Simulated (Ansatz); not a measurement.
Crystal: GaSb, a calculation's input that goes back to an entry of the Crystallography Open Database (an earlier step may have relaxed or displaced it).

```
Ga Sb
1.0
     6.11800    0.00000    0.00000
     0.00000    6.11800    0.00000
     0.00000    0.00000    6.11800
Ga Sb
4 4
Direct
  0.00000 0.00000 0.00000
  0.00000 0.50000 0.50000
  0.50000 0.00000 0.50000
  0.50000 0.50000 0.00000
  0.25000 0.75000 0.25000
  0.25000 0.25000 0.75000
  0.75000 0.75000 0.75000
  0.75000 0.25000 0.25000
```

### What does its first Brillouin zone look like, and which path through it is standard?

It has a face-centred cubic lattice (cF; extended symbol cF2). The zone is a truncated octahedron in its combinatorial type: 14 faces (6 with 4 edges, 8 with 6 edges), 36 edges, 24 vertices. Path: Γ–X–U | K–Γ–L–W–X.

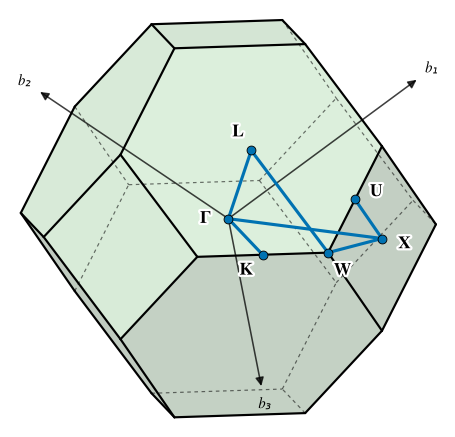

Labels and path follow the convention of Hinuma et al. (2017), as computed by seekpath; the arrows show the directions of the reciprocal primitive vectors b₁, b₂, b₃, in which coordinates are given; lengths include the factor 2π.

```
point   k₁   k₂   k₃  length of k (1/Å)
    Γ    0    0    0              0.000
    X  1/2    0  1/2              1.027
    L  1/2  1/2  1/2              0.889
    W  1/2  1/4  3/4              1.148
    K  3/8  3/8  3/4              1.089
    U  5/8  1/4  5/8              1.089
```
